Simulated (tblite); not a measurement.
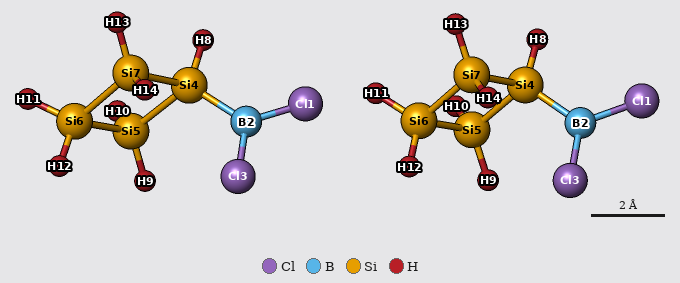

Two geometries of BSi4H7Cl2, drawn at one scale. One is the start of a relaxation, the other its converged end. A ball-and-stick model, seen from a free direction.

The calculation used GFN2-xTB geometry optimisation, gas phase in tblite. 

Which of the two is the end point?

The left one is the relaxed one. Over 47 geometry steps the energy falls by 0.966 eV. The largest moves after the best rigid fit, 0.29 Å, are those of H9, H11 and H14. By element the largest moves are H 0.29 Å, Cl 0.25 Å, B 0.17 Å, Si 0.12 Å. Among the contacts that change: Si4–Si5 2.218 → 2.379 Å, Si4–Si7 2.235 → 2.379 Å, Si5–Si6 2.224 → 2.358 Å, Si6–Si7 2.228 → 2.359 Å. Among the angles between lasting bonds that change: H11–Si6–H12 115.6° → 102.1°, H9–Si5–H10 115.4° → 102.8°, Cl1–B2–Si4 119.8° → 125.1°. The run took 0.57 s on 1 thread of Intel(R) Xeon(R) 6975P-C (shared host).
